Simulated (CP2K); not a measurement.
# C3H6OSi (SMILES COC1=C[SiH2]1), run twice

Aim: energy and forces of C3H6OSi at GFN2-xTB.

Program for the calculation: CP2K 2026.2.

7 further runs of the same task are left out: 7 set aside as unsound or not needed.

## (1) The structure to begin with

C3H6OSi has 11 atoms, charge 0, and is taken as a singlet. SMILES: `COC1=C[SiH2]1`. The shape is that of a GFN2-xTB optimisation. This is one conformer, not always the lowest.

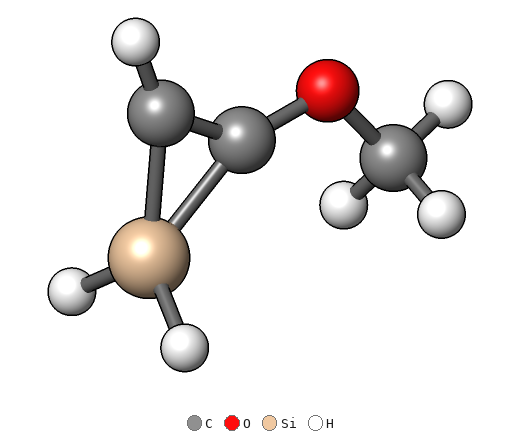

Viewed from a chosen angle; carbon grey, oxygen red, silicon light orange, hydrogen white.

## (2) Try one

gas.inp

```
&FORCE_EVAL
  METHOD QS
  &DFT
    CHARGE 1
    MULTIPLICITY 1
    ! Quickstep
    &QS
      METHOD XTB
      EPS_DEFAULT 1.0E-10
      &XTB
        GFN_TYPE TBLITE
        &TBLITE
          METHOD GFN2
        &END TBLITE
        CHECK_ATOMIC_CHARGES F
      &END XTB
    &END QS
    &POISSON
      PERIODIC NONE
      POISSON_SOLVER ANALYTIC
    &END POISSON
    ! SCF settings
    &SCF
      SCF_GUESS ATOMIC
      EPS_SCF 1.0E-06
      MAX_SCF 150
      ADDED_MOS 8
      &DIAGONALIZATION
        ALGORITHM STANDARD
      &END DIAGONALIZATION
      &MIXING
        METHOD DIRECT_P_MIXING
        ALPHA 0.4
      &END MIXING
      &SMEAR ON
        METHOD FERMI_DIRAC
        ELECTRONIC_TEMPERATURE [K] 300
      &END SMEAR
    &END SCF
    ! extra output
    &PRINT
      &MOMENTS
        PERIODIC F
        REFERENCE COM
        MAX_MOMENT 1
      &END MOMENTS
      &MO ON
        ENERGIES T
        OCCUPATION_NUMBERS T
        NDIGITS 6
        &EACH
          QS_SCF 0
        &END EACH
        ADD_LAST NUMERIC
      &END MO
      &HIRSHFELD OFF
      &END HIRSHFELD
    &END PRINT
  &END DFT
  &SUBSYS
    &CELL
      ABC [angstrom] 14.8 14 13.7
      PERIODIC NONE
    &END CELL
    &COORD
      UNIT bohr
      C     -2.9833862    -1.8568827    -0.8785148
      O     -1.7269262    -1.2662866     1.3983973
      C      0.3580653     0.1436570     1.1491047
      C      2.0853884     1.2100483     2.6741514
      Si     2.8296381     1.8391193    -0.6965530
      H     -4.3684799    -3.3115183    -0.4323126
      H     -1.6563827    -2.5645662    -2.2983983
      H     -3.9521165    -0.1924875    -1.6369564
      H      2.4158259     1.3318223     4.6724045
      H      2.2322201     4.2441737    -1.8995905
      H      4.7661538     0.4229207    -2.0517134
    &END COORD
    &TOPOLOGY
      &CENTER_COORDINATES
      &END CENTER_COORDINATES
    &END TOPOLOGY
  &END SUBSYS
  &PRINT
    &FORCES ON
    &END FORCES
  &END PRINT
&END FORCE_EVAL

&GLOBAL
  PROJECT gas
  RUN_TYPE ENERGY_FORCE
  PRINT_LEVEL MEDIUM
&END GLOBAL
```

Run with:

```sh
$ OMP_NUM_THREADS=1 cp2k.psmp gas.inp > gas.out
```

Output:

```text
CP2K| version string:                                       CP2K version 2026.2
[...]
 GLOBAL| Method name                                                        CP2K
[...]
 GLOBAL| Run type                                                   ENERGY_FORCE
[...]
                             - Atoms:                                         11
[...]
                             - Spherical basis functions:                     31
[...]
 Number of electrons:                                                         27
[...]
  *** SCF run converged in    22 steps ***
[...]
  Fermi energy:                                                -0.58689144813311
[...]
 TB_DIPOLE| Moment [Debye]          1.99935723       1.45145016      -1.79461568
 TB_DIPOLE| Derivative [a.u.]       0.00000000       0.00000000       0.00000000
[...]
 ENERGY| Total FORCE_EVAL ( QS ) energy [hartree]            -14.702218715534309
 FORCES| Atomic forces [hartree/bohr]
 FORCES|   Atom     x               y               z               |f|
 FORCES|      1 -7.88178842E-03 -3.59022610E-03 -6.37574106E-03   1.07546449E-02
 FORCES|      2  4.51610411E-02  3.14122850E-02 -2.46075135E-02   6.02642597E-02
 FORCES|      3 -4.57917962E-02 -3.36829355E-02  7.66638744E-02   9.54399203E-02
 FORCES|      4 -3.02839408E-02 -1.97577001E-02 -4.72009460E-03   3.64659166E-02
 FORCES|      5  4.11149849E-02  2.87734741E-02 -4.35145967E-02   6.64219461E-02
 FORCES|      6 -4.80007392E-04 -2.91580513E-04 -1.09627777E-04   5.72227701E-04
 FORCES|      7 -2.03098110E-03 -2.52728965E-03  1.12025178E-03   3.43031212E-03
 FORCES|      8 -1.22864381E-03 -1.24876905E-03  1.51284152E-03   2.31466611E-03
 FORCES|      9  5.91496259E-03  3.90652638E-03 -2.21711615E-03   7.42720236E-03
 FORCES|     10 -2.95522611E-03 -5.43160263E-04  1.13075309E-03   3.21044966E-03
 FORCES|     11 -1.53860472E-03 -2.45062436E-03  1.11696906E-03   3.10169052E-03
 FORCES| Sum     2.43078127E-16 -1.60895602E-16 -9.51929507E-17
 FORCES| Total atomic force                                       3.06653010E-16
[...]
```

Run time: 0.55 s. Hardware: 1 thread of Arm Neoverse N1, shared host; peak memory 0.14 GiB.

## (3) Reading the log

It ran to the end. The result can't be trusted all the same.

The fault: the electron count doesn't fit the spin or reference typed: an even count needs an odd multiplicity, an odd count an even one. To mend it: charge 0 in place of 1. That is the species meant; for the charge typed, the multiplicity would have to change.

## (4) Second attempt

job.inp

```
&FORCE_EVAL
   METHOD QUICKSTEP
   &DFT
      &QS
         METHOD XTB
         EPS_DEFAULT 1.0E-10
         &XTB
            GFN_TYPE TBLITE
            &TBLITE
               METHOD GFN2
            &END
            CHECK_ATOMIC_CHARGES F
         &END
      &END
      &POISSON
         PERIODIC NONE
         POISSON_SOLVER ANALYTIC
      &END
      &SCF
         SCF_GUESS ATOMIC
         EPS_SCF 1.0E-06
         MAX_SCF 150
         ADDED_MOS 8
         &DIAGONALIZATION
            ALGORITHM STANDARD
         &END
         &MIXING
            METHOD DIRECT_P_MIXING
            ALPHA 0.4
         &END
         &SMEAR ON
            METHOD FERMI_DIRAC
            ELECTRONIC_TEMPERATURE [K] 300
         &END
      &END
      &PRINT
         &MOMENTS
            PERIODIC F
            REFERENCE COM
            MAX_MOMENT 1
         &END
         &MO ON
            ENERGIES T
            OCCUPATION_NUMBERS T
            NDIGITS 6
            &EACH
               QS_SCF 0
            &END
            ADD_LAST NUMERIC
         &END
         &HIRSHFELD OFF
         &END
      &END
   &END
   &SUBSYS
      &CELL
         ABC 14.8 14 13.7
         PERIODIC NONE
      &END
      &COORD
         UNIT bohr
         C     -2.9833862    -1.8568827    -0.8785148
         O     -1.7269262    -1.2662866     1.3983973
         C      0.3580653     0.1436570     1.1491047
         C      2.0853884     1.2100483     2.6741514
         Si     2.8296381     1.8391193    -0.6965530
         H     -4.3684799    -3.3115183    -0.4323126
         H     -1.6563827    -2.5645662    -2.2983983
         H     -3.9521165    -0.1924875    -1.6369564
         H      2.4158259     1.3318223     4.6724045
         H      2.2322201     4.2441737    -1.8995905
         H      4.7661538     0.4229207    -2.0517134
      &END
      &TOPOLOGY
         &CENTER_COORDINATES
         &END
      &END
   &END
   &PRINT
      &FORCES ON
      &END
   &END
&END
&GLOBAL
   PROJECT job
   RUN_TYPE ENERGY_FORCE
   PRINT_LEVEL MEDIUM
&END
```

Run with:

```sh
$ OMP_NUM_THREADS=1 cp2k.psmp -i job.inp > job.out 2>&1
```

Output:

```text
CP2K| version string:                                       CP2K version 2026.2
[...]
 GLOBAL| Method name                                                        CP2K
[...]
 GLOBAL| Run type                                                   ENERGY_FORCE
[...]
                             - Atoms:                                         11
[...]
                             - Spherical basis functions:                     31
[...]
 Number of electrons:                                                         28
[...]
  *** SCF run converged in    17 steps ***
[...]
  Fermi energy:                                                -0.23511648665784
[...]
 TB_DIPOLE| Moment [Debye]          0.01659971       0.13994814      -1.84139461
 TB_DIPOLE| Derivative [a.u.]       0.00000000       0.00000000       0.00000000
[...]
 ENERGY| Total FORCE_EVAL ( QS ) energy [hartree]            -15.167348095397188
 FORCES| Atomic forces [hartree/bohr]
 FORCES|   Atom     x               y               z               |f|
 FORCES|      1  1.24340099E-04  1.72970124E-04 -1.26652658E-04   2.47830627E-04
 FORCES|      2  1.00365861E-04 -6.37250570E-05  6.00904717E-05   1.33210562E-04
 FORCES|      3 -1.54407284E-04  7.53657889E-05 -9.22625468E-05   1.95023047E-04
 FORCES|      4  6.45690680E-05 -4.88658347E-05 -2.60249073E-05   8.50548655E-05
 FORCES|      5  1.01301927E-05  4.97388244E-05  7.55609442E-05   9.10276208E-05
 FORCES|      6 -7.41702781E-05 -2.41235277E-05 -1.65509288E-05   7.97314743E-05
 FORCES|      7 -1.46098380E-04 -8.58198438E-05  1.19849929E-04   2.07542255E-04
 FORCES|      8  1.22583186E-04 -9.14950082E-05  1.40581210E-05   1.53608609E-04
 FORCES|      9 -2.32795722E-05  1.23704525E-05 -5.95606541E-06   2.70266774E-05
 FORCES|     10  1.38100514E-05 -3.53987485E-06  2.57383045E-05   2.94229256E-05
 FORCES|     11 -3.78429439E-05  7.12395675E-06 -2.78506641E-05   4.75236641E-05
 FORCES| Sum    -2.43267862E-17 -6.16047063E-17  5.55653613E-17
 FORCES| Total atomic force                                       8.64548538E-17
[...]
```

Run time: 0.55 s. Hardware: 1 thread of Arm Neoverse N1, shared host; peak memory 0.14 GiB.

## (5) What came out

Level: GFN2-xTB.

| quantity | value |
| --- | --- |
| total energy | -15.16735 Eh |
| dipole moment (from atomic charges alone) | 1.85 D |
| HOMO energy | -9.39 eV |
| LUMO energy | -5.50 eV |
| HOMO–LUMO gap | 3.89 eV |
| largest force on an atom | 0.013 eV/Å |

**Reading.** The dipole comes from point charges on the atoms alone, without atomic dipoles, so it is partial.
